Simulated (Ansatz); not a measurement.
Reaction (SMILES): B(=O)F → F atom + [B]=O (B-O)
B3LYP-D3(BJ)/def2-TZVP geometries, fixed; electronic energies without zero-point terms.

Basis-set convergence of the bond dissociation energy at PBE0 with Ansatz (a program for electronic structure). All functions are spherical. The program fits the integrals of some runs and decomposes those of others, by size. Open shells are unrestricted. No added dispersion term, no relativity. Functions are those of the species that has most. Reference: the value in aug-pcseg-3, 160.55 kcal/mol, itself unsure by roughly 0.17 kcal/mol (its mean distance from aug-cc-pVQZ, cc-pV5Z, def2-QZVPPD). Deviations are taken from unrounded values.

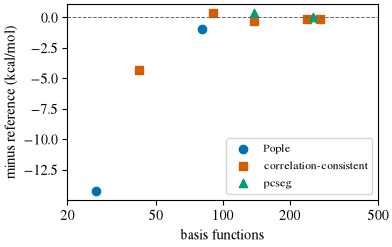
Figure. Deviation from the reference against the number of basis functions, by family of sets.

```tsv
basis	functions	bond dissociation energy (kcal/mol)	minus reference (kcal/mol)
6-31G	27	146.31	-14.24
cc-pVDZ	42	156.23	-4.32
6-311++G(2d,2p)	81	159.61	-0.94
cc-pVTZ	90	160.91	0.36
aug-cc-pVTZ	138	160.23	-0.32
aug-pcseg-2	138	160.88	0.32
aug-cc-pVQZ	240	160.45	-0.10
aug-pcseg-3	255	160.55	0.00
cc-pV5Z	273	160.42	-0.13
```
